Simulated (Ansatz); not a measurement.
# CH$_{9}$AlOSi$_{2}$: what the fields show

The calculation's input:

```
crystal:
  periodic: [false, false, false]
  atoms:
    - { symbol: O, position_ang: [-1.2227, 0.0128, 2.5606] }
    - { symbol: Al, position_ang: [-0.5112, -0.294, 0.9174] }
    - { symbol: Si, position_ang: [1.1857, -1.8863, 0.7231] }
    - { symbol: C, position_ang: [-1.0538, 0.6933, -0.7063] }
    - { symbol: Si, position_ang: [0.3037, 1.616, -1.4659] }
    - { symbol: H, position_ang: [-2.0262, -0.5644, 2.6072] }
    - { symbol: H, position_ang: [2.3785, -1.4778, 1.5842] }
    - { symbol: H, position_ang: [1.6918, -1.9526, -0.672] }
    - { symbol: H, position_ang: [0.7253, -3.1826, 1.2199] }
    - { symbol: H, position_ang: [-1.5144, -0.0446, -1.4199] }
    - { symbol: H, position_ang: [-1.943, 1.3928, -0.4016] }
    - { symbol: H, position_ang: [0.839, 2.5979, -0.4517] }
    - { symbol: H, position_ang: [-0.2081, 2.3666, -2.662] }
    - { symbol: H, position_ang: [1.3425, 0.6936, -1.8042] }
basis:
  gaussian: { orbitals: "6-31G*" }
hamiltonian:
  xc: { name: BHLYP }
relax:
  f_tol: 0.02
  max_steps: 50
output:
  orbitals: {}
```

Command:

```sh
ansatz run input.yaml --threads 2 --pin off --max-ram 3072MiB --backend cpu --events-out ev --progress --plain --runs-dir out
```

The fields are those of the run's last geometry, not of the input's.

The calculation used Ansatz 0.2.0, RKS BHLYP/6-31G*.

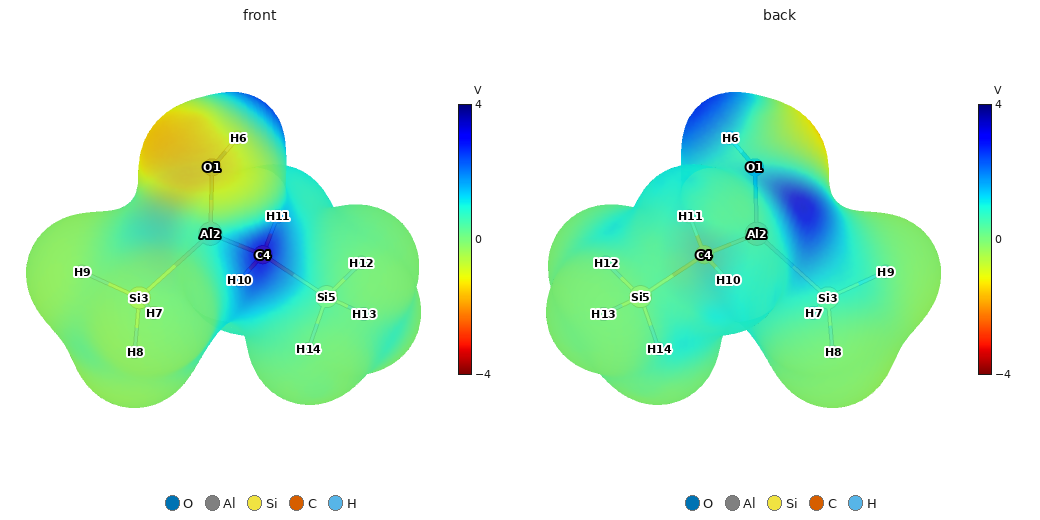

Figure 1. The molecular electrostatic potential painted on the density surface at 0.002 e/bohr³, seen from the front and from behind; the colour scale runs from red (negative) to blue (positive).

> Where is the surface potential most negative and most positive?

The most negative region (about −1.7 V) lies over O1, the most positive (about +3.0 V) over Al2. O1 is the likeliest acceptor of a hydrogen bond.

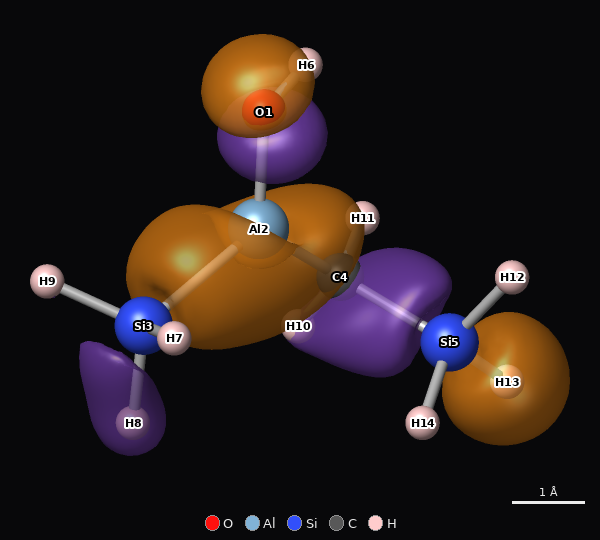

Figure 2. The HOMO−1 at ±0.1 Å⁻³ᐟ² (orange and purple are the two phases), seen at a tilt.

> What is the character of this orbital?

It lies mainly on C4 (about 20 %), Al2 (about 20 %), O1 (about 20 %), Si3 (about 10 %), Si5 (about 10 %) and H13 (about 10 %). Its energy is −9.96 eV.

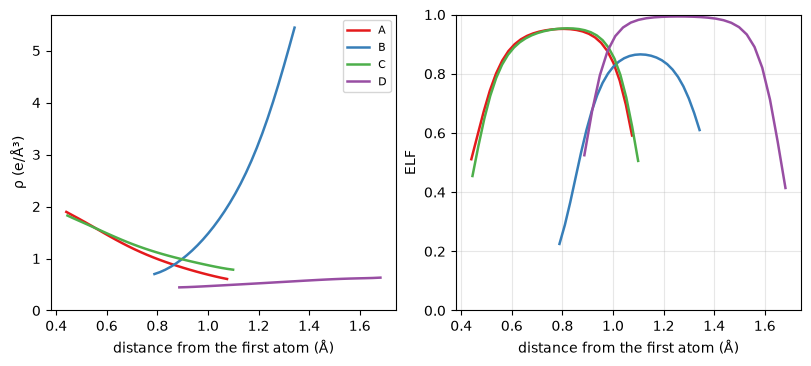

Figure 3. Electron density and ELF along straight lines between neighbouring atoms. The curves leave out the atomic cores.

> Which curve belongs to which contact (Al–O, Al–Si, C–Al and C–Si)? The first atom named is at distance zero.

Curve A: C–Al (1.96 Å): ρ at the midpoint is about 0.72 e/Å³; the ELF peaks at about 0.95 between the atoms (a polar covalent bond). Curve B: Al–O (1.70 Å): ρ is about 0.84 e/Å³ halfway; the ELF peaks at about 0.85 in the valence shell of O, 0.6 Å from its nucleus, and is about 0.45 at the midpoint. Curve C: C–Si (1.87 Å): the density is about 0.94 e/Å³ at the midpoint; the ELF peaks at about 0.95 between the atoms; a shared electron pair. Curve D: Al–Si (2.45 Å): ρ at the midpoint is about 0.53 e/Å³; the ELF peaks at about 1 between the atoms (a covalent bond).
